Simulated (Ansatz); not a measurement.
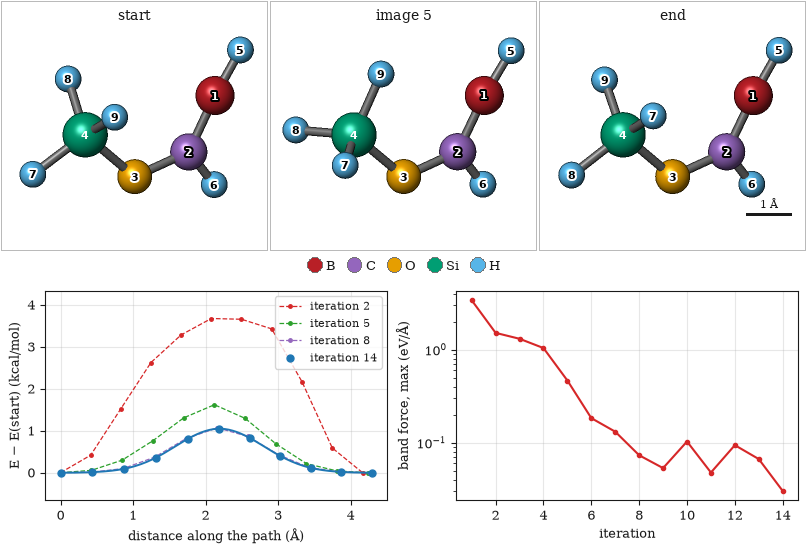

NEB run on CH₅BOSi. Images are numbered from 0 (start) to 10 (end). The plot follows the band through its iterations. The picture is a ball-and-stick view, seen at a tilt.

All numbers below come from Ansatz 0.2.0, RKS r2SCAN/6-31G. Run with 9 movable images; climbing image; force threshold 0.05 eV/Å; iteration limit 41; starting path through a guess of the saddle point.

**How did the profile develop, and is the result final?**

The result is final at these settings. The band converged in 14 iterations. The largest component of the band force went from 3.4 to 0.03 eV/Å. The climbing image converged on the top of the path. Its vibrational analysis gives one imaginary mode (138i cm⁻¹), as a transition state must have. The first iteration put the highest image at 17.02 kcal/mol. The barrier is about 1.05 kcal/mol in both directions, with image 5 at the top; the ends have the same energy.

The run took 7.3 min on 1 thread of Arm Neoverse V1, on a shared host, peak memory 0.12 GiB.
